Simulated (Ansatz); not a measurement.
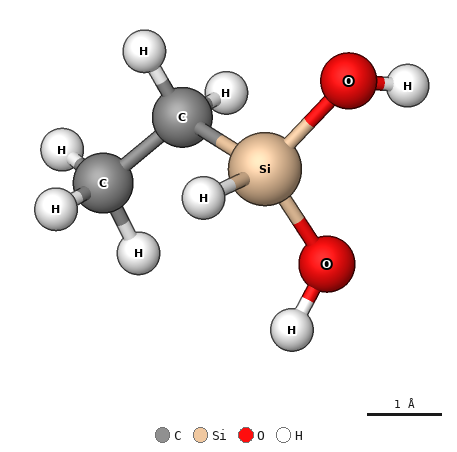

This is the input geometry for a relaxation of C₂H₈O₂Si (coarse preliminary run). Style: ball-and-stick. Shown at a tilt.

The start comes from a force field.

Method: RKS PBE-D4/def2-SVP in Ansatz 0.2.0.

Input
```yaml
crystal:
  periodic: [false, false, false]
  atoms:
    - {symbol: C, position_ang: [-0.442800, -0.065200, 1.712200]}
    - {symbol: C, position_ang: [0.620700, -0.101200, 0.665600]}
    - {symbol: Si, position_ang: [0.034700, -0.288300, -1.123200]}
    - {symbol: O, position_ang: [1.409300, -0.365000, -2.172700]}
    - {symbol: O, position_ang: [-0.886300, 0.963800, -1.619300]}
    - {symbol: H, position_ang: [-1.146300, 0.854800, 1.516900]}
    - {symbol: H, position_ang: [-1.082800, -0.922400, 1.694400]}
    - {symbol: H, position_ang: [-0.029300, 0.103900, 2.697800]}
    - {symbol: H, position_ang: [1.280800, -0.925200, 0.961000]}
    - {symbol: H, position_ang: [1.240700, 0.807500, 0.767600]}
    - {symbol: H, position_ang: [-0.750100, -1.519300, -1.211900]}
    - {symbol: H, position_ang: [1.644800, 0.488100, -2.504100]}
    - {symbol: H, position_ang: [-1.873000, 0.933700, -1.369700]}
basis:
  gaussian: {orbitals: def2-SVP}
hamiltonian: {xc: pbe, dispersion: d4}
relax: {f_tol: 0.03, max_steps: 200}
```

> Where does the relaxation end?

The energy falls by 11.2 kcal/mol in 14 accepted moves (17 points after the start). The largest force component goes from 2.8 to 0.0091 eV/Å. The line search rejected the trial steps at points 6, 11, 15 of the run. The atom that moves furthest after the best rigid fit is H13 (0.74 Å). By element the largest moves are H 0.74 Å, O 0.43 Å, Si 0.11 Å, C 0.07 Å. Some distances before and after: C1–H6 1.175 → 1.109 Å, Si3–O5 1.632 → 1.685 Å, Si3–O4 1.731 → 1.683 Å, O5–H13 1.018 → 0.973 Å. Among the angles between lasting bonds that change: C2–Si3–O5 112.7° → 104.5°, O4–Si3–H11 110.6° → 103.0°, C1–C2–H9 105.0° → 111.2°. Groups turn about Si3–O5 by about 90°, Si3–O4 by about 40°. The run took roughly 90 core-seconds on a shared host.

The structure at the end:

```xyz
13

C    -0.4226   -0.0394    1.7716
C     0.6413   -0.0746    0.6643
Si   -0.0589   -0.2877   -1.0660
O     1.1403   -0.3298   -2.2462
O    -1.1113    1.0138   -1.2584
H    -1.1334    0.7962    1.6110
H    -1.0188   -0.9756    1.7941
H     0.0277    0.0870    2.7777
H     1.3723   -0.8954    0.8352
H     1.2385    0.8652    0.6714
H    -0.7728   -1.5956   -1.2620
H     1.7676    0.4137   -2.2096
H    -1.6494    0.9874   -2.0686
```

The end point in the same view:

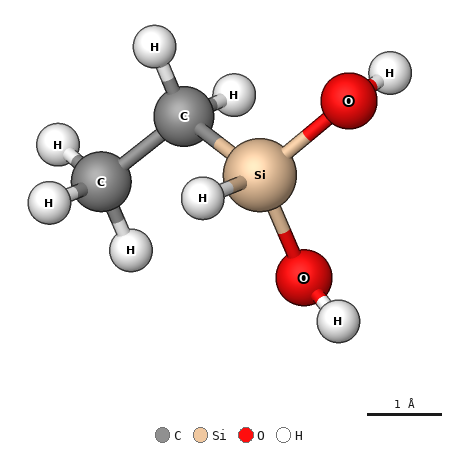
